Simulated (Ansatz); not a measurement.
## Electronic structure of AlAsH$_{6}$N$_{2}$···H$_{2}$ in real space

Input file:

```
crystal:
  periodic: [false, false, false]
  atoms:
    - {symbol: Al, position_ang: [0.297580, -0.016306, 0.689750]}
    - {symbol: H, position_ang: [-1.752982, -0.004281, -2.119951]}
    - {symbol: N, position_ang: [0.872017, 1.527587, 1.332960]}
    - {symbol: N, position_ang: [-1.435374, -0.379748, 0.683744]}
    - {symbol: H, position_ang: [-1.798435, 0.014328, -2.866627]}
    - {symbol: As, position_ang: [1.877029, -1.692802, -0.086670]}
    - {symbol: H, position_ang: [0.298203, 2.248333, 1.739255]}
    - {symbol: H, position_ang: [1.835784, 1.817203, 1.322875]}
    - {symbol: H, position_ang: [-1.825597, -1.254171, 0.373300]}
    - {symbol: H, position_ang: [-2.166941, 0.224526, 1.020863]}
    - {symbol: H, position_ang: [2.734691, -0.607333, -0.726479]}
    - {symbol: H, position_ang: [1.064026, -1.877336, -1.362920]}
basis:
  gaussian: {orbitals: def2-TZVPP}
hamiltonian: {xc: pbe0, dispersion: d4}
output: {orbitals: {seedname: orbitals}}
```

Run with:

```sh
ansatz run in.yaml --threads 8 --pin off --events-out ev --progress --plain --max-ram 19148MiB
```

The product side of a reaction path; geometry: PBE0-D4/def2-TZVP; a saddle point, not a minimum.

All numbers below come from RKS PBE0-D4/def2-TZVPP (Ansatz 0.2.0).

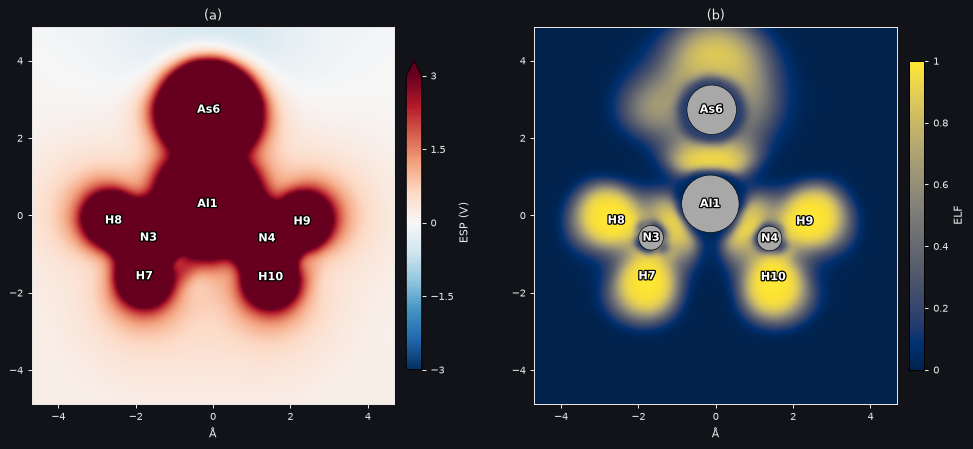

Figure 1. (a) molecular electrostatic potential; (b) electron localisation function on the plane of atoms N4, Al1 and As6. Grey discs cover the atomic cores in the ELF map.

### What does the map show?

Atoms in the plane: Al, N, As and H.
Al–N (1.77 Å): the ELF peaks at about 0.90 in the valence shell of N, 0.7 Å from its nucleus, and is about 0.65 at the midpoint.
Al–As (2.43 Å): the ELF peaks at about 0.95 between the atoms: a shared electron pair.
N–H (1.01 Å): the ELF climbs to about 1 towards the hydrogen, as it does in any bond to H; an ordinary covalent bond to hydrogen.
The ELF also peaks beside As6, away from the bonds: lone-pair regions.
Outside the dense part of the complex the potential is most negative (−0.5 V) near As6.

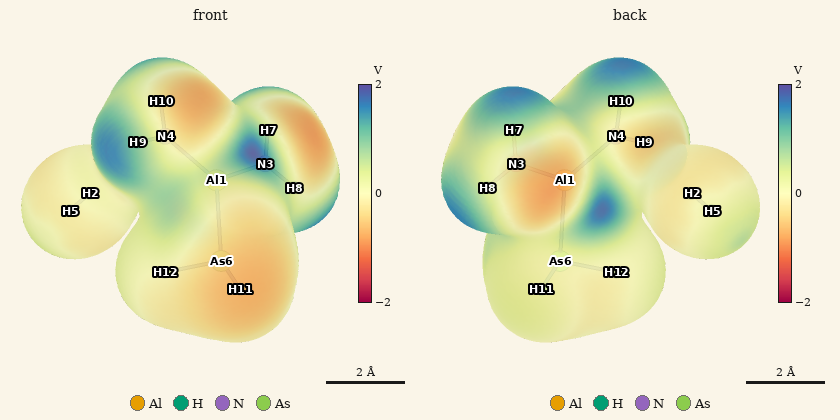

Figure 2. The molecular electrostatic potential painted on the density surface at 0.002 e/bohr³, seen from the front and from behind; the colour scale runs from red (negative) to blue (positive).

### Describe the electrostatic potential map.

The most negative region (about −0.9 V) lies over N3 and N4, the most positive (about +1.7 V) over Al1, H7, H9 and H10.

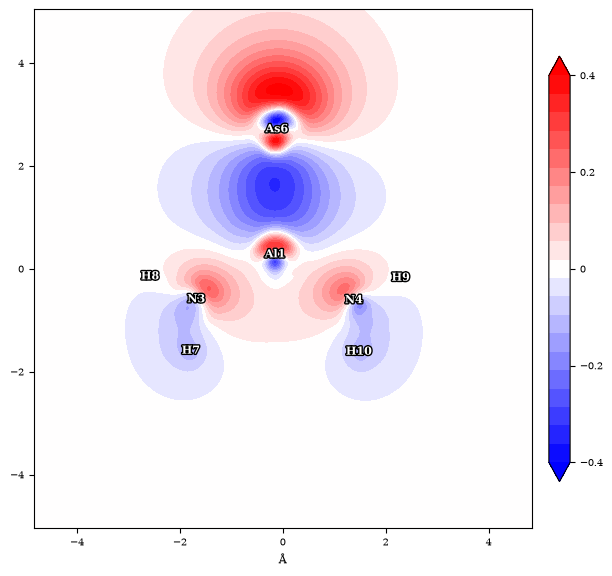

Figure 3. The HOMO on the plane of atoms Al1, N4 and H10 (values in Å⁻³ᐟ²; the overall sign is arbitrary).

### Describe this orbital and give its energy.

It lies mainly on As6 (about 65 %), Al1 (about 15 %) and N4 (about 5 %); largely a lone pair of As6. Its energy is −7.03 eV.

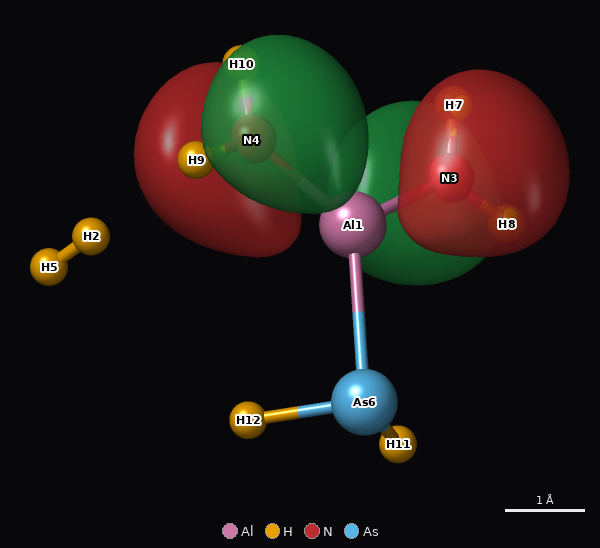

Figure 4. The HOMO−1 at ±0.08 Å⁻³ᐟ² (green and red are the two phases), seen at a tilt.

### Describe this orbital and give its energy.

Its weight (Hirshfeld) is mainly on N3 (about 40 %) and N4 (about 35 %); largely a combination of lone pairs on N3 and N4. Its energy is −7.07 eV.
